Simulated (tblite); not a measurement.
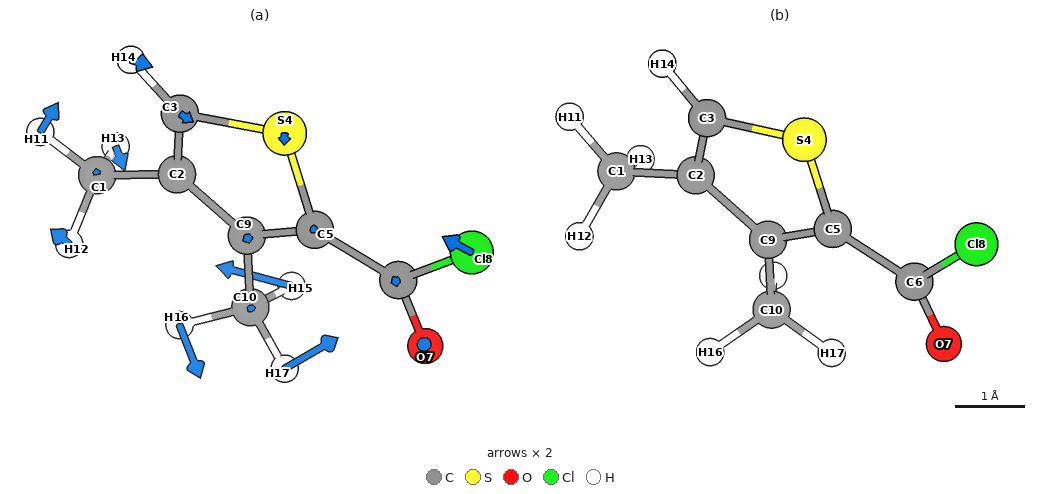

The structure of C7H7ClOS before (left) and after (right) a relaxation, at one scale. The blue arrows give the displacements, 2 times their true length.

A ball-and-stick model, seen from a free direction.

The calculation used GFN2-xTB geometry optimisation, gas phase in tblite. 

Q: Summarise the run.

A: The largest moves after the best rigid fit, 0.60 Å, are those of H15 and H17. Largest moves by element: H 0.60 Å, Cl 0.29 Å, O 0.13 Å, C 0.13 Å, S 0.10 Å. Near-neighbour distances that change, for instance: S4–Cl8 3.259 → 2.991 Å, S4–C5 1.864 → 1.738 Å, C3–S4 1.819 → 1.707 Å, C6–O7 1.266 → 1.193 Å. Among the angles between lasting bonds that change: C5–C6–Cl8 120.2° → 111.9°, C9–C10–H17 105.6° → 111.1°, C3–C2–C9 117.7° → 112.1°. Groups turn about C9–C10 by about 30°. After 119 geometry steps the energy has fallen by 0.800 eV.
